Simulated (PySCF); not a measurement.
# C11H10O (1-naphthalenemethanol): the cost of one run

Computed with PySCF 2.14.0 and routines of our own; the level stands in each step. Atoms count from 0.

### 1 The system as given

22 atoms, charge 0, multiplicity 1; geometry from: GFN2-xTB.

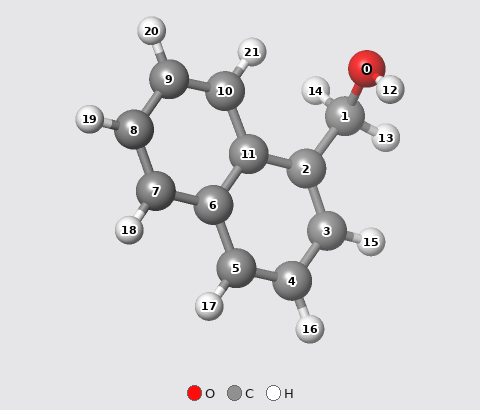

The starting geometry (oxygen red, carbon grey, hydrogen white).

### 2 Geometry optimisation at PBE0-D3(BJ)/def2-SVP

Job settings and geometry (Å):

```
{"job": {"xc": "PBE0", "basis": "def2-SVP", "d3": "d3bj", "grid": 2, "kind": "geom"}, "charge": 0, "multiplicity": 1}
O      2.577741    -1.522948    -0.796671
C      2.383538    -0.776804     0.388246
C      1.241301     0.207258     0.308070
C      1.484387     1.546470     0.476885
C      0.448794     2.490097     0.419818
C     -0.834557     2.085983     0.189605
C     -1.132410     0.720009     0.003107
C     -2.452547     0.283015    -0.233254
C     -2.729941    -1.041977    -0.416306
C     -1.694725    -1.987571    -0.378340
C     -0.404580    -1.598212    -0.148218
C     -0.084070    -0.238418     0.054812
H      2.682966    -0.909567    -1.532052
H      3.306442    -0.238524     0.649739
H      2.191028    -1.517979     1.170440
H      2.492689     1.888720     0.665187
H      0.679066     3.536066     0.559615
H     -1.639826     2.805481     0.144334
H     -3.241684     1.021286    -0.264516
H     -3.744338    -1.369155    -0.592025
H     -1.924836    -3.031725    -0.532368
H      0.385152    -2.332121    -0.136957
```

Started as:

```console
OMP_NUM_THREADS=1 python excited_run.py task.json out
```

This one command runs all jobs of the session in turn.

**Question.** How long does this first job take on 1 thread of Intel Xeon at 2.70GHz, shared host, and how much memory does it need?

About 5 min, with a peak of 1.2 GiB.
